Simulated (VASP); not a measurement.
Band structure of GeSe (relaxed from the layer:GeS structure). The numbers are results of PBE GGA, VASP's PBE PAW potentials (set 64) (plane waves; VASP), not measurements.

The cell holds a wide vacuum, so values per volume refer to the whole cell.

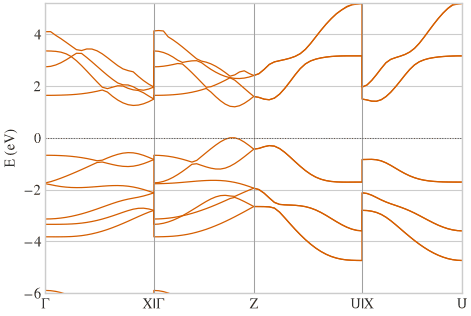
Bands along high-symmetry lines, zero at the valence-band maximum or, without a gap, the Fermi level

**Question.** Read the plot: is there a gap, and where are the band edges?

**Answer.** The gap is direct, 1.20 eV, from the valence maximum at Γ-Z at 0.81 to the conduction minimum at Γ-Z at 0.81. (Edges off the drawn lines would not show.)

The cell is a sheet with vacuum, built from a generated structure.
